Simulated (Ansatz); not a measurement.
# La3InB (Pm-3m): following an unstable mode

Wanted: the energy along a soft mode of La3InB (Pm-3m) and the structure at the end.

Calculated with Ansatz 0.2.0; DFT PBEsol, scalar-relativistic, plane waves, PAW; PAW set soft_1.

**1. The structure**

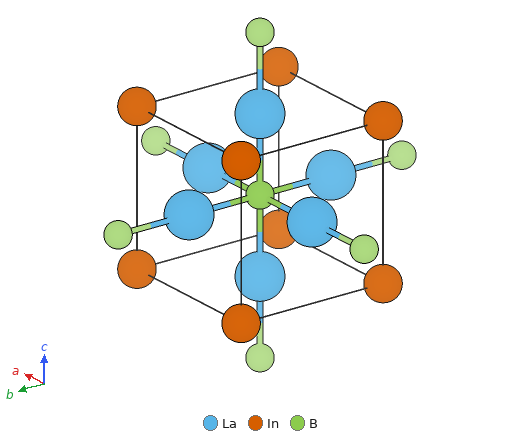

The starting structure, seen from a free direction (lanthanum blue, indium orange, boron green). Some periodic images of atoms are drawn too.

**2. Phonons on a q mesh**

The cell comes from relaxations at this level that are not shown. Stability and thermal properties need the whole zone. Linear response on a 2×2×2 q mesh gives force constants as far as a supercell of that size would.

input.yaml reads:

```yaml
crystal:
  lattice:
    - [5.2472787968, 0.0, 0.0]
    - [0.0, 5.2472787968, 0.0]
    - [0.0, 0.0, 5.2472787968]
  atoms:
    - { symbol: La, position: [0.5, 0.0, 0.5] }
    - { symbol: La, position: [0.5, 0.5, 0.0] }
    - { symbol: La, position: [0.0, 0.5, 0.5] }
    - { symbol: In, position: [0.0, 0.0, 0.0] }
    - { symbol: B, position: [0.5, 0.5, 0.5] }
kpoints:
  mp_grid: { grid: [8, 8, 8] }
hamiltonian:
  xc: pbesol
  pseudopotentials: { kind: paw, azcp: { folder: soft_1 }, xc_functional: pbe }
scf:
  occupations: { method: methfessel_paxton, width: 0.2 }
output:
  eigenvalues: true
phonons:
  method: dfpt
  qmesh: [2, 2, 2]
  temperatures: { t_max: 1000, t_step: 50 }
  qpath:
    path:
      - [[0.0, 0.0, 0.0], [0.0, 0.5, 0.0], [0.5, 0.5, 0.0], [0.0, 0.0, 0.0], [0.5, 0.5, 0.5], [0.0, 0.5, 0.0]]
      - [[0.5, 0.5, 0.5], [0.5, 0.5, 0.0]]
    npoints: 10
```

On the command line:

```bash
> ansatz run input.yaml --threads 4 --pin off --max-ram 10240MiB --backend cpu --events-out ev --progress --plain --runs-dir out
```

Numbers of over 12 decimals in the logs are rounded to 6 here.

What it wrote:

```text
Engine: ansatz 0.2.0, x86_64-unknown-linux-gnu
Pseudopotentials: kind: paw
Pseudopotential: La, paw, valence charge 11, recommended cutoff 420 eV (normal), soft_1/La.paw.azcp
Pseudopotential: In, paw, valence charge 13, recommended cutoff 420 eV (normal), soft_1/In.paw.azcp
Pseudopotential: B, paw, valence charge 3, recommended cutoff 420 eV (normal), soft_1/B.paw.azcp
Functional definition: PBEsol
  exchange = pbesol_x
  correlation = pbesol_c
Crystal: 5 atoms, lattice volume = 144.478 Å³
Basis set: ecut = 420 eV, 2801 PW (Γ), exchange–correlation on 72×72×72 points (8 copies of the dense FFT grid, shifted against one another)
Bands: 30, of which v1, the nominal top of the filled ones, is band 25 counted from 1 (24 counted from 0)
Symmetry: 48 space group operations
k-points: 35 of 512
Non-local potential: La, projectors of the file, l = 0: 3, l = 1: 2, l = 2: 2, l = 3: 3
Non-local potential: In, projectors of the file, l = 0: 2, l = 1: 2, l = 2: 2, l = 3: 1
Non-local potential: B, projectors of the file, l = 0: 2, l = 1: 2, l = 2: 1
PAW form: soft (Blöchl's): semilocal exchange-correlation on the pseudo side does not see the compensation charge
PAW frozen core: La, regenerated for the run's functional, and the local potential with it (the file was generated under x = pbe(κ = 0.804, μ = 0.219515), c = pbe(β = 0.066725))
PAW frozen core: In, regenerated for the run's functional, and the local potential with it (the file was generated under x = pbe(κ = 0.804, μ = 0.219515), c = pbe(β = 0.066725))
PAW frozen core: B, regenerated for the run's functional, and the local potential with it (the file was generated under x = pbe(κ = 0.804, μ = 0.219515), c = pbe(β = 0.066725))
PAW one-centre angular grid: La, 590 points (default); XC on 64 Gauss nodes
PAW one-centre angular grid: In, 590 points (default); XC on 64 Gauss nodes
PAW one-centre angular grid: B, 110 points (default); XC on 64 Gauss nodes
Initial density: superposition of atomic densities (chi_scale 0.1, normalization cell, long waves kept (reshape's long-wave potential 0.00 eV rms))
Initial wavefunctions: pseudopotential atomic-orbital guess
Functional: x = pbesol(κ = 0.804, μ = 0.123457), c = pbesol(β = 0.046)
SCF iter   1: F=—  HF=-24168.975786 eV  |F-HF|=—  |Δ(HF+E_count)|=         —  Δρ=6.98e-2  dr2=2.87e1  ethr=3.10e-3  ⟨swp⟩=4.9  Hψ=4930  notcnv=0
preconditioner: auto → Kerker (q_TF=auto, 2.278 Å⁻¹)  [metal: Δε(μ)=0.012 eV  Ē_g=10.939 eV  σ=0.200 eV  W_gap=0.05  n_scr=26 (ndim 8)  ℏωp=20.3 eV  f_vac=0.000  D(μ)=7.02/eV (n_scr^D=80)]
SCF iter   2: F=—  HF=-24164.165746 eV  |F-HF|=—  |Δ(HF+E_count)|=    4.81e0  S|Δr|=    0.00e0  Δρ=2.50e-2  dr2=4.17e0  ethr=3.10e-3  ⟨swp⟩=3.9  Hψ=2390  notcnv=0  defer=6
SCF iter   3: F=—  HF=-24163.371480 eV  |F-HF|=—  |Δ(HF+E_count)|=   7.94e-1  S|Δr|=    0.00e0  Δρ=1.06e-2  dr2=4.45e-1  ethr=3.10e-3  ⟨swp⟩=3.0  Hψ=1869  notcnv=0  defer=5
SCF iter   4: F=—  HF=-24163.261885 eV  |F-HF|=—  |Δ(HF+E_count)|=   1.10e-1  S|Δr|=    0.00e0  Δρ=1.84e-3  dr2=9.85e-3  ethr=9.09e-4  ⟨swp⟩=5.2  Hψ=7367  notcnv=0
automatic band count: the SCF goes on with 35 bands, as 30 were too few: they end inside the smearing window of the response
SCF iter   5: F=—  HF=-24163.260317 eV  |F-HF|=—  |Δ(HF+E_count)|=   1.57e-3  S|Δr|=    0.00e0  Δρ=6.25e-4  dr2=9.24e-4  ethr=2.01e-5  ⟨swp⟩=2.0  Hψ=2337  notcnv=0
SCF iter   6: F=—  HF=-24163.260255 eV  |F-HF|=—  |Δ(HF+E_count)|=   6.19e-5  S|Δr|=    0.00e0  Δρ=2.33e-4  dr2=9.81e-5  ethr=1.88e-6  ⟨swp⟩=2.0  Hψ=1475  notcnv=0
SCF iter   7: F=—  HF=-24163.260227 eV  |F-HF|=—  |Δ(HF+E_count)|=   2.82e-5  S|Δr|=    0.00e0  Δρ=6.68e-5  dr2=9.23e-6  ethr=2.00e-7  ⟨swp⟩=2.0  Hψ=1408  notcnv=0
SCF iter   8: F=—  HF=-24163.260223 eV  |F-HF|=—  |Δ(HF+E_count)|=   3.67e-6  S|Δr|=    0.00e0  Δρ=2.50e-5  dr2=3.35e-6  ethr=1.88e-8  ⟨swp⟩=2.0  Hψ=1553  notcnv=0
SCF iter   9: F=—  HF=-24163.260225 eV  |F-HF|=—  |Δ(HF+E_count)|=   1.62e-6  S|Δr|=    0.00e0  Δρ=6.45e-6  dr2=6.88e-8  ethr=6.83e-9  ⟨swp⟩=2.0  Hψ=1295  notcnv=0
SCF iter  10: F=—  HF=-24163.260225 eV  |F-HF|=—  |Δ(HF+E_count)|=   4.53e-9  S|Δr|=    0.00e0  Δρ=1.79e-6  dr2=1.56e-8  ethr=1.40e-10  ⟨swp⟩=2.0  Hψ=1944  notcnv=0
SCF iter  11: F=—  HF=-24163.260225 eV  |F-HF|=—  |Δ(HF+E_count)|=   1.78e-9  S|Δr|=    0.00e0  Δρ=2.31e-7  dr2=1.06e-10  ethr=3.19e-11  ⟨swp⟩=2.0  Hψ=1306  notcnv=0
SCF iter  12: F=-24163.260225 eV  HF=-24163.260225 eV  |F-HF|=3.64e-12  |Δ(HF+E_count)|=  3.64e-12  S|Δr|=    0.00e0  Δρ=6.26e-8  dr2=4.92e-12  ethr=1.00e-12  ⟨swp⟩=16.7  Hψ=8141  notcnv=0
SCF 1 converged in 12 iterations: F = -24163.260225 eV  dr2 = 4.92e-12
  greatest PAW one-centre occupation: 0.980 electrons in one spin orbital (limit 2), on the In atom at site 3 (counted from 0), in its partial waves of l = 2
phonons: the bands overlap, so this run is a metal and interpolates without the dipole-dipole term. If the crystal is really an insulator or semiconductor, its LO-TO splitting is missing
NSCF: frozen V_eff on 35 k-points
NSCF: frozen V_eff on 125 k-points
DFPT response loops at q = (0, 0, 0) (fractional): preconditioner auto → Kerker (q_TF=auto, 2.278 Å⁻¹) (partly filled bands, converged f_vac=0.000); β = 1.00, the filter's whole step (`scf.mixing.beta` (0.50) is not read by the response loops under this deck's `scf.mixing.preconditioner`; to damp them name `kerker` or `kerker_dos`, under which they read `scf.mixing.beta`, and type it under 1.00, their step now; both keys bind the ground state too); Broyden in place of MSR1
NSCF: frozen V_eff on 250 k-points
DFPT response loops at q = (0, 0, -0.5) (fractional): mixed as the last ones told, above
NSCF: frozen V_eff on 250 k-points
DFPT response loops at q = (0, -0.5, -0.5) (fractional): mixed as the last ones told, above
NSCF: frozen V_eff on 250 k-points
DFPT response loops at q = (-0.5, -0.5, -0.5) (fractional): mixed as the last ones told, above
SCF converged after 12 iterations
Stability not checked: this state was not tested for a lower state beside it, because cold or Methfessel-Paxton smearing, or corrected tetrahedra, fill the levels in a way that the test cannot read (fill_not_monotonic; see scf.lower_state_search)
Free energy (F): -24163.260225 eV
Harris-Foulkes:  -24163.260225 eV  (|F-HF|=3.64e-12)
Internal energy: -24163.255790 eV  (E = F + TS)
E sigma→0 (E₀):  -24163.259116 eV
Entropy (-TS):   -0.004435 eV (-0.887 meV/atom)
Fermi energy:    10.105597 eV
--- Per-component energies (eV) ---
  E_band       = -147.162896
  E_kinetic    = 823.425759
  E_local      = -2107.724151  (includes V_loc(G=0)·N_el)
  E_nonlocal   = 603.902491
  E_hartree    = 797.859638
  E_xc         = -599.406350
  E_vxc        = -561.576014  (∫ρ·V_xc dr)
  E_paw        = -20197.967827  (= ΣΔE_a)
  E_vpaw       = -500.910402  (= ΣTr[D̂ρ^β])
  E_aug_tail   = 0.000143  (compensation charges beyond the density's cutoff)
  E_ewald      = -3484.103216
  E_core_change = 0.757723  (= ΣΔE_core)
  E_smearing   = -0.004435  (= −TS)
  E_closure    = -0.000000  (closes the sum)
  Σ components = -24163.260225   (vs F -24163.260225, Δ=0.00e0)
--- Band table (eV; the first three rows and the last of 35) ---
  k-point 0: bands = [... 21 lower, 9.7628, 9.7628, 9.7628, 11.0660, 11.0660, 11.0660, 11.2471, 11.2471, ... 6 higher]
  k-point 1: bands = [... 21 lower, 9.7716, 9.7973, 9.8698, 10.7531, 10.9828, 10.9828, 11.1176, 11.2962, ... 6 higher]
  k-point 2: bands = [... 21 lower, 9.7912, 9.8885, 9.9377, 10.2515, 10.7531, 10.7531, 11.1825, 11.5226, ... 6 higher]
  k-point 34: bands = [... 21 lower, 7.6367, 10.5696, 10.5696, 10.5696, 11.7760, 11.7760, 11.7760, 11.9281, ... 6 higher]
--- Phonons (Γ-DFPT): 4 representative perturbations + reference (Σ response iterations 13) ---
  ASR residual: 4.666e-5 → 0.000e0 eV/Å²; symmetrization residual: 2.239e-6 eV/Å²
  ASR residual per site (eV/Å²): 2.86e-5 2.86e-5 2.86e-5 1.03e-5 4.67e-5
  Γ frequencies (cm⁻¹): -118.01 -118.01 -118.01 -59.91 -59.91 -59.91 0.00 0.00 0.00 66.96 66.96 66.96 161.96 161.96 161.96
--- Phonons (arbitrary-q DFPT): 4 irreducible q on the 2×2×2 mesh ---
  q = [0.0000, 0.0000, 0.0000] (star 1, of the zone-centre solve; hermiticity 6.29e-7, symmetrization 7.35e-12): -118.01 -118.01 -118.01 -59.91 -59.91 -59.91 -0.00 -0.00 0.00 66.96 66.96 66.96 161.96 161.96 161.96
  q = [0.0000, 0.0000, -0.5000] (star 3, 9 solved perturbations in 975 linear systems a pass and spin channel, the states on 125 of 512 k-point pairs; hermiticity 3.34e-7, symmetrization 6.23e-8): -12.61 -12.61 36.81 41.96 41.96 72.80 72.80 73.00 78.09 82.87 82.87 142.90 305.23 305.23 329.73
  q = [0.0000, -0.5000, -0.5000] (star 3, 9 solved perturbations in 975 linear systems a pass and spin channel, the states on 125 of 512 k-point pairs; hermiticity 3.44e-7, symmetrization 3.03e-8): 18.34 53.62 53.62 61.91 61.91 69.83 69.99 69.99 78.86 89.22 130.90 144.85 349.51 361.79 361.79
  q = [-0.5000, -0.5000, -0.5000] (star 1, 4 solved perturbations in 350 linear systems a pass and spin channel, the states on 125 of 512 k-point pairs; hermiticity 4.23e-7, symmetrization 5.82e-9): -3.70 -3.70 -3.70 53.97 53.97 53.97 95.68 95.68 95.68 128.07 128.07 166.23 410.30 410.30 410.30
  sum rule: each row above includes the acoustic sum rule's correction from the zone centre's row sums; it moved no ω² by more than (1.08 cm⁻¹)²
  mesh force constants: q→R imaginary residual 1.96e-18; ASR residual 4.666e-5 → 0.000e0 eV/Å²; symmetrization residual 1.066e-14 eV/Å²
  interpolated dispersion: 62 rows × 15 modes
  density of states and harmonic sums: on the 12×12×12 q-mesh, interpolated from the force constants of a 2×2×2 supercell (no non-analytic term)
  largest difference from the sums on the solved wave vectors: F 3.93e-1 eV, S 5.07e-4 and C_V 1.14e-4 eV/K
  zero-point energy: 0.108801 eV/cell   skipped modes (ω ≤ 0): 101, of them read as no rigid motion or as one in doubt: 98 (9.253e-1 modes/cell left out, lowest -118.01 cm⁻¹)   left out of the sums: 6.18e-2 of the cell's modes: C_V's classical limit lies that fraction below 3 k_B per atom; for a crystal, a wire or a layer, F and S can be off by more, and a phonons.interpolated_qmesh denser along its periods is the remedy for the sampling
```

Run time: 4.7 min. Hardware: 4 threads of AMD EPYC 9B14 (Zen 4), shared host; peak memory 2.1 GiB; 18 min of CPU time.

In the SCF lines HF is the Harris–Foulkes energy and dr2 the Hartree energy of the density residual, in eV; the loop may stop once dr2 is under the threshold and the program's other checks hold. Hψ counts applications of the Hamiltonian.

This step gave:

```yaml
volume_per_atom: 28.90 Å³
gap_on_the_k_mesh: 0 eV
sum_rule_residual_before_enforcement: 4.67e-5 eV/Å²
lowest_frequency_on_the_path: -118.0 cm⁻¹
point_group: m-3m
highest_frequency_on_the_path_or_at_a_solved_wavevector: 410.3 cm⁻¹
highest_optical_mode_at_the_zone_centre_no_lo_to_term: 162.0 cm⁻¹
lowest_optical_zone_centre_mode: -118.0 cm⁻¹
lowest_mode_on_the_q_mesh_acoustic_modes_at_gamma_apart: -118.0 cm⁻¹
```

Frequencies (cm⁻¹) solved at each irreducible wavevector; negative means imaginary. Frequencies by wavevector, by row:

| q in reciprocal lattice units | star | mode 1 | mode 2 | mode 3 | mode 4 | mode 13 | mode 14 | mode 15 |
| --- | --- | --- | --- | --- | --- | --- | --- | --- |
| 0 0 0 | 1 | -118 | -118 | -118 | -59.9 | 162 | 162 | 162 |
| 0 0 -0.5 | 3 | -12.6 | -12.6 | 36.8 | 42 | 305.2 | 305.2 | 329.7 |
| 0 -0.5 -0.5 | 3 | 18.3 | 53.6 | 53.6 | 61.9 | 349.5 | 361.8 | 361.8 |
| -0.5 -0.5 -0.5 | 1 | -3.7 | -3.7 | -3.7 | 54 | 410.3 | 410.3 | 410.3 |

Interpolated from a 2×2×2 q mesh. The phonon branches at the labelled points (cm⁻¹):

| point | branch 1 | branch 2 | branch 3 | branch 4 | branch 12 | branch 13 | branch 14 | branch 15 |
| --- | --- | --- | --- | --- | --- | --- | --- | --- |
| Γ | -118 | -118 | -118 | -60 | 67 | 162 | 162 | 162 |
| X | -13 | -13 | 37 | 42 | 143 | 305 | 305 | 330 |
| M | 18 | 54 | 54 | 62 | 145 | 350 | 362 | 362 |
| Γ | -118 | -118 | -118 | -60 | 67 | 162 | 162 | 162 |
| R | -4 | -4 | -4 | 54 | 166 | 410 | 410 | 410 |
| X | -13 | -13 | 37 | 42 | 143 | 305 | 305 | 330 |
| jump to R | -4 | -4 | -4 | 54 | 166 | 410 | 410 | 410 |
| M | 18 | 54 | 54 | 62 | 145 | 350 | 362 | 362 |

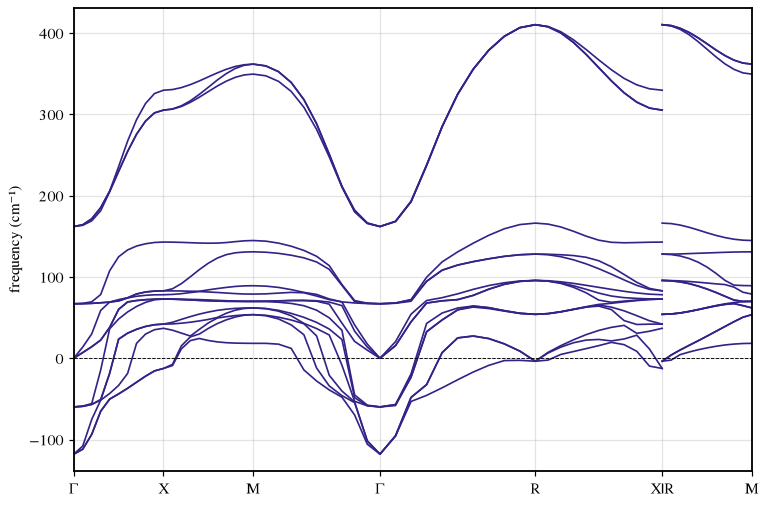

Phonon branches along the path.

Symmetry leaves 4 wavevectors to solve. The lowest mode among them, the acoustic zeros apart, lies at Γ and is imaginary, 118.0i cm⁻¹, so the energy falls along it.

**3. The mode frozen in, largest atomic shift 0 Å**

The mode followed lies at Γ with frequency 118.0i cm⁻¹ and is 3-fold degenerate, the softest among the wavevectors solved. At small amplitude the distorted cell has space group no. 160 by a symmetry search on the positions. The undistorted cell that holds it gives the zero of energy on the same k mesh.

input.yaml, the sections that differ from step 2:

```yaml
output:
  forces: true
  stress: true
  eigenvalues: true
# crystal, kpoints, hamiltonian, scf: as in step 2
# phonons: removed
```

What it wrote:

```text
[...]
Crystal: 5 atoms, lattice volume = 144.478 Å³
Basis set: ecut = 420 eV, 2801 PW (Γ), exchange–correlation on 72×72×72 points (8 copies of the dense FFT grid, shifted against one another)
Bands: 30, of which v1, the nominal top of the filled ones, is band 25 counted from 1 (24 counted from 0)
Symmetry: 48 space group operations
[...]
k-points: 35 of 512
[...]
k-point 0: bands = [... 21 lower, 9.7628, 9.7628, 9.7628, 11.0659, 11.0659, 11.0659, 11.2471, 11.2471, ... 1 higher]
  k-point 1: bands = [... 21 lower, 9.7716, 9.7973, 9.8698, 10.7531, 10.9828, 10.9828, 11.1177, 11.2962, ... 1 higher]
  k-point 2: bands = [... 21 lower, 9.7912, 9.8885, 9.9377, 10.2515, 10.7531, 10.7531, 11.1825, 11.5226, ... 1 higher]
  k-point 34: bands = [... 21 lower, 7.6367, 10.5696, 10.5696, 10.5696, 11.7760, 11.7760, 11.7760, 11.9281, ... 1 higher]
[key lines of the parts left out:]
SCF converged after 10 iterations
Free energy (F): -24163.260225 eV
Fermi energy:    10.105594 eV
P = ⅓ Tr σ = -0.0001 GPa (-0.001 kbar)
```

Run time: 2.1 s. Hardware: 4 threads; peak memory 0.6 GiB.

This step gave:

```yaml
pressure: -1.25e-4 GPa
energy_from_the_undistorted_cell: 0 meV/atom
```

The run ends at a pressure of 0.00 GPa.

**4. The mode frozen in, largest atomic shift 0.14 Å**

The atoms are moved along the unstable eigenvector, the largest shift by 0.14 Å, with the cell fixed.

input.yaml, the sections that differ from step 3:

```yaml
crystal:
  lattice:
    - [5.2472787968, 0.0, 0.0]
    - [0.0, 5.2472787968, 0.0]
    - [0.0, 0.0, 5.2472787968]
  atoms:
    - { symbol: La, position: [0.5013971822, 0.0016119997, 0.4986028178] }
    - { symbol: La, position: [0.5013971822, 0.4986028178, 0.0016119997] }
    - { symbol: La, position: [-0.0016119997, 0.4986028178, 0.4986028178] }
    - { symbol: In, position: [1.98593e-05, -1.98593e-05, -1.98593e-05] }
    - { symbol: B, position: [0.4845960086, 0.5154039914, 0.5154039914] }
# kpoints, hamiltonian, scf, output: as in step 3
```

What it wrote:

```text
[...]
Crystal: 5 atoms, lattice volume = 144.478 Å³
Basis set: ecut = 420 eV, 2801 PW (Γ), exchange–correlation on 72×72×72 points (8 copies of the dense FFT grid, shifted against one another)
Bands: 30, of which v1, the nominal top of the filled ones, is band 25 counted from 1 (24 counted from 0)
Symmetry: 6 space group operations
[...]
k-points: 65 of 512 (time reversal used)
[...]
k-point 0: bands = [... 21 lower, 9.7297, 9.7394, 9.7394, 11.0866, 11.0866, 11.1326, 11.2498, 11.2498, ... 1 higher]
  k-point 1: bands = [... 21 lower, 9.7472, 9.7743, 9.8698, 10.7913, 10.9923, 11.0227, 11.1184, 11.3060, ... 1 higher]
  k-point 2: bands = [... 21 lower, 9.7746, 9.8438, 10.0493, 10.2510, 10.7583, 10.7962, 11.1816, 11.5279, ... 1 higher]
  k-point 64: bands = [... 21 lower, 7.7128, 10.5693, 10.5708, 10.5708, 11.7593, 11.7593, 11.7831, 11.9174, ... 1 higher]
[key lines of the parts left out:]
SCF converged after 10 iterations
Free energy (F): -24163.263393 eV
Fermi energy:    10.111909 eV
P = ⅓ Tr σ = -0.0519 GPa (-0.519 kbar)
```

Elapsed: 5.8 s, on 4 threads; peak memory 0.61 GiB.

Numbers from this step:

```
pressure                         : -0.05188 GPa
energy from the undistorted cell : -0.969 meV/atom
```

The energy, extrapolated to zero smearing, is -0.97 meV/atom against the undistorted cell.

The run ends at a pressure of -0.05 GPa, with forces up to 0.096 eV/Å.

**5. Energy along the mode, all amplitudes (two of the runs are shown above)**

An imaginary frequency means negative curvature, so the energy should fall and then rise again as anharmonic terms take over.

This step gave:

```
depth at the lowest point sampled  : 0.969 meV/atom
largest atomic shift at that point : 0.14 Å
```

The energy from the parent by largest atomic shift:

| largest atomic shift (Å) | energy from the parent (meV/atom) |
| --- | --- |
| 0.000 | 0 |
| 0.040 | -0.15 |
| 0.080 | -0.524 |
| 0.140 | -0.969 |
| 0.220 | 0.517 |
| 0.320 | 8.61 |

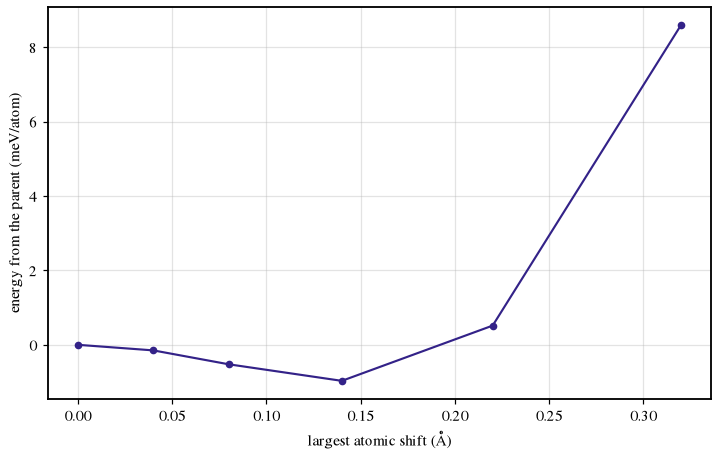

Energy from the parent against largest atomic shift.

Displacement at unit largest shift by atom:

| atom | x (Å) | y (Å) | z (Å) | size |
| --- | --- | --- | --- | --- |
| La1 | 0.052 | 0.060 | -0.052 | 0.095 |
| La2 | 0.052 | -0.052 | 0.060 | 0.095 |
| La3 | -0.060 | -0.052 | -0.052 | 0.095 |
| In4 | 0.001 | -0.001 | -0.001 | 0.002 |
| B5 | -0.577 | 0.577 | 0.577 | 0.999 |

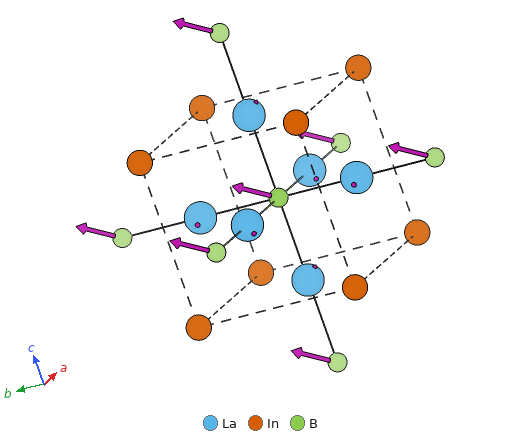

Displacement at unit largest shift as arrows, the longest 0.999 Å. Some periodic images of atoms are drawn too.

The lowest of the steps tried is at 0.14 Å, 0.969 meV/atom below the parent; the bottom of the well need not coincide with a step.

(Continued in part 2 of 2.)

[Logs are printed without paths, hosts, clocks, repeated set-up lines and the standing remarks that a program may print on its own settings, such as how far it seeks lower states.]

[Hosts, paths, dates, database ids (printed as entryN), source tags and the programs' standing remarks are cut or masked in the printed files.]
